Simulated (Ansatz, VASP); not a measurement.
**Cross-check of SiC (Moissanite) between VASP and Ansatz**

Aim: how closely do two programs agree when they are given the same cell, functional and k mesh?

Main program and level: Ansatz 0.2.0; plane waves, with VASP 6.6.1 beside it; relaxation of cell and atoms at LDA.

## 1. The structure

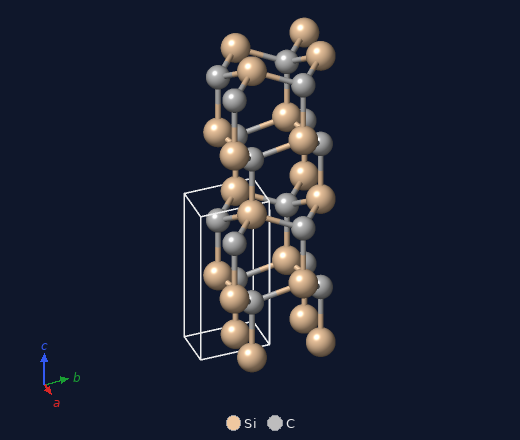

The starting structure, seen slightly off an axis (silicon light orange, carbon light grey). 2×2×2 cells are drawn. Some periodic images of atoms are drawn too.

## 2. Ansatz: relaxation of cell and atoms, LDA

Ansatz runs on its default PAW (the set named soft_2) files.

The relaxed volume is the usual yardstick between codes: its relative difference is about their pressure difference at one cell divided by the bulk modulus.

Contents of input.yaml:

```yaml
crystal:
  lattice:
    - [3.076, 0.0, 0.0]
    - [-1.538, 2.663894142, 0.0]
    - [0.0, 0.0, 5.048]
  atoms:
    - { symbol: Si, position: [0.6666666667, 0.3333333333, 0.5] }
    - { symbol: Si, position: [0.3333333333, 0.6666666667, 0.0] }
    - { symbol: C, position: [0.6666666667, 0.3333333333, 0.885] }
    - { symbol: C, position: [0.3333333333, 0.6666666667, 0.385] }
hamiltonian:
  xc: lda
  pseudopotentials: { kind: paw }
kpoints:
  mp_grid: { grid: [8, 8, 4] }
scf:
  occupations: { method: gaussian, width: 0.03 }
relax:
  f_tol: 0.01
  max_steps: 60
  cell: { stress_tol: 0.05 }
output:
  forces: true
  stress: true
```

Run with:

```console
> ansatz run input.yaml --threads 4 --pin off --max-ram 9216MiB --backend cpu --events-out ev --progress --plain --runs-dir out
```

Numbers of over 12 decimals in the logs are rounded to 6 here.

Output:

```text
Engine: ansatz 0.2.0, aarch64-unknown-linux-gnu
Pseudopotentials: kind: paw
Pseudopotential: Si, paw, valence charge 4, recommended cutoff 420 eV (normal), Si.paw.azcp
Pseudopotential: C, paw, valence charge 4, recommended cutoff 420 eV (normal), C.paw.azcp
Functional definition: SPW92
  exchange = slater_x
  correlation = pw_c
Crystal: 4 atoms, lattice volume = 41.364 Å³
Basis set: ecut = 420 eV, 785 PW (Γ)
Bands: 12, of which v1, the nominal top of the filled ones, is band 8 counted from 1 (7 counted from 0)
Symmetry: 12 space group operations
Space group: P63mc (ITA 186), of the structure as read, at distance tolerance 3.5e-5 Å
k-points: 30 of 256 (time reversal used)
Non-local potential: Si, projectors of the file, l = 0: 2, l = 1: 2, l = 2: 2
Non-local potential: C, projectors of the file, l = 0: 2, l = 1: 2, l = 2: 1
PAW form: soft (Blöchl's): semilocal exchange-correlation on the pseudo side does not see the compensation charge
PAW frozen core: Si, regenerated for the run's functional, and the local potential with it (the file was generated under x = pbe(κ = 0.804, μ = 0.219515), c = pbe(β = 0.066725))
PAW frozen core: C, regenerated for the run's functional, and the local potential with it (the file was generated under x = pbe(κ = 0.804, μ = 0.219515), c = pbe(β = 0.066725))
PAW one-centre angular grid: Si, 110 points (default); XC on 64 Gauss nodes
PAW one-centre angular grid: C, 110 points (default); XC on 64 Gauss nodes
Initial density: superposition of atomic densities (neutral atoms: chi_scale 0, normalization atom), corrected by the library's trained network
Initial wavefunctions: pseudopotential atomic-orbital guess
Functional: x = slater, c = lda
SCF iter   1: F=—  HF=-1704.354088 eV  |F-HF|=—  |Δ(HF+E_count)|=         —  Δρ=7.69e-3  dr2=2.60e-2  ethr=1.77e-3  ⟨swp⟩=5.5  Hψ=2450  notcnv=0
preconditioner: auto → none  [insulator: Δε(μ)=2.388 eV  Ē_g=11.770 eV  σ=0.030 eV  W_gap=1.00  n_scr=2 (ndim 8)  ℏωp=23.1 eV  f_vac=0.000  D(μ)=0.00/eV (n_scr^D=0)  ε∞_Penn≈4.9]
SCF iter   2: F=—  HF=-1704.347009 eV  |F-HF|=—  |Δ(HF+E_count)|=   7.08e-3  Δρ=3.47e-3  dr2=2.37e-3  ethr=1.63e-4  ⟨swp⟩=2.8  Hψ=921  notcnv=0
SCF iter   3: F=—  HF=-1704.346373 eV  |F-HF|=—  |Δ(HF+E_count)|=   6.36e-4  Δρ=1.42e-3  dr2=3.54e-4  ethr=1.48e-5  ⟨swp⟩=2.5  Hψ=579  notcnv=0
SCF iter   4: F=—  HF=-1704.346283 eV  |F-HF|=—  |Δ(HF+E_count)|=   8.98e-5  Δρ=2.99e-4  dr2=1.62e-5  ethr=2.22e-6  ⟨swp⟩=1.0  Hψ=360  notcnv=0
SCF iter   5: F=—  HF=-1704.346276 eV  |F-HF|=—  |Δ(HF+E_count)|=   6.64e-6  Δρ=2.42e-5  dr2=1.13e-7  ethr=1.01e-7  ⟨swp⟩=2.0  Hψ=573  notcnv=0
SCF iter   6: F=-1704.346276 eV  HF=-1704.346276 eV  |F-HF|=3.03e-10  |Δ(HF+E_count)|=   2.75e-9  Δρ=2.78e-6  dr2=1.37e-9  ethr=6.25e-10  ⟨swp⟩=4.0  Hψ=1194  notcnv=0
SCF 1 converged in 6 iterations: F = -1704.346276 eV  dr2 = 1.37e-9
  greatest PAW one-centre occupation: 0.638 electrons in one spin orbital (limit 2), on the C atom at site 3 (counted from 0), in its partial waves of l = 0
relax step   1: F+E_penalty+E_count = -1704.34627637 eV  Δ(F+E_penalty+E_count) = +0.000e0 eV  max|allowed force component| = 7.305e-1 eV/Å  Δτ_max = 0.0000 Å  P = -3.984 GPa  Ω = 41.364 Å³  (6 SCF iters, dr2 threshold 1.00e-7 eV, accepted)
[... from here on, the SCF cycles and remarks between the steps are left out ...]
relax step   2: F+E_penalty+E_count = -1704.37596579 eV  Δ(F+E_penalty+E_count) = -2.969e-2 eV  max|allowed force component| = 4.330e-1 eV/Å  Δτ_max = 0.0124 Å  P = -1.815 GPa  Ω = 40.949 Å³  energy of the carried Pulay correction = +1.023e-3 eV  (5 SCF iters, dr2 threshold 4.00e-7 eV, accepted)
relax step   3: F+E_penalty+E_count = -1704.38954972 eV  Δ(F+E_penalty+E_count) = -1.358e-2 eV  max|allowed force component| = 1.627e-1 eV/Å  Δτ_max = 0.0129 Å  P = +1.221 GPa  Ω = 40.380 Å³  energy of the carried Pulay correction = +2.441e-3 eV  (5 SCF iters, dr2 threshold 4.00e-7 eV, accepted)
relax step   4: F+E_penalty+E_count = -1704.39351920 eV  Δ(F+E_penalty+E_count) = -3.969e-3 eV  max|allowed force component| = 1.996e-3 eV/Å  Δτ_max = 0.0023 Å  P = +0.039 GPa  Ω = 40.583 Å³  energy of the carried Pulay correction = +1.934e-3 eV  (4 SCF iters, dr2 threshold 4.00e-7 eV, accepted)
relax step   5: F+E_penalty+E_count = -1704.39350283 eV  Δ(F+E_penalty+E_count) = +1.637e-5 eV  max|allowed force component| = 6.044e-4 eV/Å  Δτ_max = 0.0001 Å  P = -0.005 GPa  Ω = 40.591 Å³  energy of the carried Pulay correction = +1.914e-3 eV  (4 SCF iters, dr2 threshold 2.71e-8 eV, accepted)
relax step   6: F+E_penalty+E_count = -1704.39188453 eV  Δ(F+E_penalty+E_count) = +1.618e-3 eV  max|allowed force component| = 6.145e-4 eV/Å  Δτ_max = 0.0000 Å  P = -0.069 GPa  Ω = 40.591 Å³  stress off target by 7.91e-2 GPa  SCF on the basis re-selected at this cell (its energy is not comparable with the rows above)  (5 SCF iters)
relax step   7: F+E_penalty+E_count = -1704.39191764 eV  Δ(F+E_penalty+E_count) = -3.311e-5 eV  max|allowed force component| = 6.963e-5 eV/Å  Δτ_max = 0.0000 Å  P = +0.001 GPa  Ω = 40.578 Å³  energy of the carried Pulay correction = +3.043e-5 eV  (3 SCF iters, dr2 threshold 1.56e-8 eV, accepted)
relax step   8: F+E_penalty+E_count = -1704.39188570 eV  Δ(F+E_penalty+E_count) = +3.194e-5 eV  max|allowed force component| = 8.587e-5 eV/Å  Δτ_max = 0.0000 Å  P = +0.001 GPa  Ω = 40.578 Å³  stress off target by 1.32e-3 GPa  SCF on the basis re-selected at this cell (its energy is not comparable with the rows above)  (3 SCF iters)
basis re-selected at this cell: Δ(F+E_penalty+E_count) = +3.194e-5 eV, ΔP = -0.000 GPa vs the last step (what re-selecting the basis moved, of the pressure what is left beyond the Pulay correction that the steps carried, after the strain that the cell walked since its last selection, with what the two solves' SCF thresholds leave and, on support functions, any second-order correction that the steps lacked; it is no m [...]
SCF converged after 3 iterations
Free energy (F): -1704.391886 eV
Harris-Foulkes:  -1704.391886 eV  (|F-HF|=6.82e-13)
Internal energy: -1704.391886 eV  (E = F + TS)
E sigma→0 (E₀):  -1704.391886 eV
Fermi energy:    10.835526 eV
--- Per-component energies (eV) ---
  E_band       = 57.311632
  E_kinetic    = 273.704416
  E_local      = -211.954239  (includes V_loc(G=0)·N_el)
  E_nonlocal   = 108.323111
  E_hartree    = 64.085198
  E_xc         = -210.217116
  E_vxc        = -219.762999  (∫ρ·V_xc dr)
  E_paw        = -1156.145769  (= ΣΔE_a)
  E_vpaw       = -21.169108  (= ΣTr[D̂ρ^β])
  E_aug_tail   = 0.000030  (compensation charges beyond the density's cutoff)
  E_ewald      = -572.481844
  E_core_change = 0.294326  (= ΣΔE_core)
  E_smearing   = -0.000000  (= −TS)
  E_closure    = 0.000000  (closes the sum)
  Σ components = -1704.391886   (vs F -1704.391886, Δ=0.00e0)
--- Forces (eV/Å), atoms counted from 1 ---
  atom   1  Si     0.00000000    -0.00000000    -0.00008813
  atom   2  Si     0.00000000     0.00000000    -0.00008813
  atom   3  C      0.00000000    -0.00000000     0.00008360
  atom   4  C      0.00000000     0.00000000     0.00008360
  max |Σ_I F_I| component: 9.04e-6 eV/Å
--- Stress (GPa, compression-positive) ---
        0.001322      -0.000000      -0.000000
        0.000000       0.001322       0.000000
       -0.000000       0.000000      -0.000174
  P = ⅓ Tr σ = 0.0008 GPa (0.008 kbar)
--- Relaxed structure (6 steps of the walk, 6 accepted, 2 SCFs on fresh bases) ---
  F+E_penalty+E_count = -1704.39188570 eV   max|allowed force component| = 8.587e-5 eV/Å   (the final SCF, on the basis selected at the relaxed cell)
  cell:  # Å, volume = 40.5782 Å³
    - [3.056471, 0.0, 0]
    - [-1.528235, 2.646981, 0]
    - [0, 0, 5.015588]
  atoms:
    - { symbol: Si, position: [0.666667, 0.333333, 0.504578] }
    - { symbol: Si, position: [0.333333, 0.666667, 0.00457838] }
    - { symbol: C, position: [0.666667, 0.333333, 0.880422] }
    - { symbol: C, position: [0.333333, 0.666667, 0.380422] }
```

The job ended after 3.3 s (4 threads of Arm Neoverse V2, shared host; peak memory 0.31 GiB).

## 3. VASP: relaxation of cell and atoms, LDA

The same cell, functional (in two slightly different forms), mesh and smearing now go to VASP, with its own data sets and cutoff.

Lines of VASP's logs that name or quote its potential files are left out, and so is its time.

Contents of INCAR:

```
SYSTEM = SiC
PREC = Accurate
ENCUT = 520
EDIFF = 1E-06
NELM = 100
ISMEAR = 0
SIGMA = 0.03
LREAL = .FALSE.
ALGO = Normal
GGA = CA
NBANDS = 14
LORBIT = 11
LWAVE = .FALSE.
LCHARG = .FALSE.
KPAR = 8
IBRION = 2
NSW = 50
ISIF = 3
EDIFFG = -0.006
```

Contents of POSCAR:

```
SiC
1.0
    3.0760000000      0.0000000000      0.0000000000
   -1.5380000000      2.6638941420      0.0000000000
    0.0000000000      0.0000000000      5.0480000000
Si C
2 2
Direct
    0.6666666667      0.3333333333      0.5000000000
    0.3333333333      0.6666666667      0.0000000000
    0.6666666667      0.3333333333      0.8850000000
    0.3333333333      0.6666666667      0.3850000000
```

Contents of KPOINTS:

```
Automatic mesh
0
Gamma
8 8 4
0 0 0
```

PAW data sets: Si and C (LDA family, release 64).

Run with:

```console
> mpirun -np 8 vasp_std
```

Output:

```text
[banner, memory and clock lines left out]
running    8 mpi-ranks, on    1 nodes
 distrk:  each k-point on    1 cores,    8 groups
 distr:  one band on    1 cores,    1 groups

 POSCAR found type information on POSCAR SiC
 POSCAR found :  2 types and       4 ions
|                                                                             |
|           W    W    AA    RRRRR   N    N  II  N    N   GGGG   !!!           |
|           W    W   A  A   R    R  NN   N  II  NN   N  G    G  !!!           |
|           W    W  A    A  R    R  N N  N  II  N N  N  G       !!!           |
|           W WW W  AAAAAA  RRRRR   N  N N  II  N  N N  G  GGG   !            |
|           WW  WW  A    A  R   R   N   NN  II  N   NN  G    G                |
|           W    W  A    A  R    R  N    N  II  N    N   GGGG   !!!           |
|                                                                             |
|     For optimal performance we recommend to set                             |
|       NCORE = 2 up to number-of-cores-per-socket                            |
|     NCORE specifies how many cores store one orbital (NPAR=cpu/NCORE).      |
|     This setting can greatly improve the performance of VASP for DFT.       |
|     The default, NCORE=1 might be grossly inefficient on modern             |
|     multi-core architectures or massively parallel machines. Do your        |
|     Unfortunately you need to use the default for GW and RPA                |
|     calculations (for HF NCORE is supported but not extensively tested      |
|     yet).                                                                   |
|                                                                             |

 LDA part: xc-table for (Slater(with rela. corr.)+CA(PZ))
 , standard interpolation
 POSCAR, INCAR and KPOINTS ok, starting setup
 FFT: planning ... GRIDC
 FFT: planning ... GRID_SOFT
 FFT: planning ... GRID
 WAVECAR not read
 entering main loop
       N       E                     dE             d eps       ncg     rms          rms(c)
DAV:   1     0.253170297014E+02    0.25317E+02   -0.73328E+03   840   0.103E+03
DAV:   2    -0.344804447359E+02   -0.59797E+02   -0.54721E+02  1236   0.170E+02
DAV:   3    -0.373113603758E+02   -0.28309E+01   -0.28163E+01  1128   0.346E+01
DAV:   4    -0.373385700994E+02   -0.27210E-01   -0.27204E-01   972   0.424E+00
DAV:   5    -0.373389286122E+02   -0.35851E-03   -0.35849E-03  1134   0.448E-01    0.129E+01
DAV:   6    -0.333881603273E+02    0.39508E+01   -0.93664E+00  1074   0.187E+01    0.594E+00
DAV:   7    -0.332760063527E+02    0.11215E+00   -0.11498E+00  1152   0.663E+00    0.243E+00
DAV:   8    -0.332373218764E+02    0.38684E-01   -0.64649E-02   972   0.164E+00    0.713E-01
DAV:   9    -0.332319426560E+02    0.53792E-02   -0.87760E-03  1038   0.656E-01    0.120E-01
DAV:  10    -0.332320001382E+02   -0.57482E-04   -0.55308E-04  1032   0.161E-01    0.636E-02
DAV:  11    -0.332320033476E+02   -0.32094E-05   -0.19278E-05  1068   0.357E-02    0.180E-02
DAV:  12    -0.332320022057E+02    0.11418E-05   -0.32270E-06   966   0.116E-02    0.678E-03
DAV:  13    -0.332320018869E+02    0.31879E-06   -0.11055E-06   582   0.653E-03
   1 F= -.33232002E+02 E0= -.33232002E+02  d E =-.332320E+02
[...]
2 F= -.33239321E+02 E0= -.33239321E+02  d E =-.731890E-02
[...]
3 F= -.33273023E+02 E0= -.33273023E+02  d E =-.410207E-01
[...]
4 F= -.33273026E+02 E0= -.33273026E+02  d E =-.410238E-01
[...]
5 F= -.33275589E+02 E0= -.33275589E+02  d E =-.256343E-02
[...]
6 F= -.33275660E+02 E0= -.33275660E+02  d E =-.263449E-02
[...]
7 F= -.33275665E+02 E0= -.33275665E+02  d E =-.533299E-05
 trial-energy change:   -0.000005  1 .order   -0.000006   -0.000072    0.000060
 step:   0.4830(harm=  0.4830)  dis= 0.00007  next Energy=   -33.275680 (dE=-0.197E-04)
 bond charge predicted
       N       E                     dE             d eps       ncg     rms          rms(c)
DAV:   1    -0.332756851088E+02   -0.18966E-04   -0.22152E-04   978   0.117E-01    0.184E-02
DAV:   2    -0.332756806820E+02    0.44268E-05   -0.85412E-06   984   0.209E-02    0.940E-03
DAV:   3    -0.332756796661E+02    0.10159E-05   -0.19144E-06   660   0.930E-03    0.205E-03
DAV:   4    -0.332756795909E+02    0.75211E-07   -0.15772E-07   450   0.343E-03
   8 F= -.33275680E+02 E0= -.33275680E+02  d E =-.194356E-04
 curvature:  -0.24 expect dE=-0.115E-07 dE for cont linesearch -0.113E-07
 trial: gam= 0.00000 g(F)=  0.181E-08 g(S)=  0.456E-07 ort =-0.196E-05 (trialstep = 0.805E+00)
 search vector abs. value=  0.476E-07
 reached required accuracy - stopping structural energy minimisation
```

(Continued in part 2 of 2.)

[Lines on the potential files, build, host, timing and source positions are cut from VASP's logs without a mark.]

[Logs are printed without paths, hosts, clocks, repeated set-up lines and the standing remarks that a program may print on its own settings, such as how far it seeks lower states.]

[Hosts, paths, dates, database ids (printed as entryN), source tags and the programs' standing remarks are cut or masked in the printed files.]
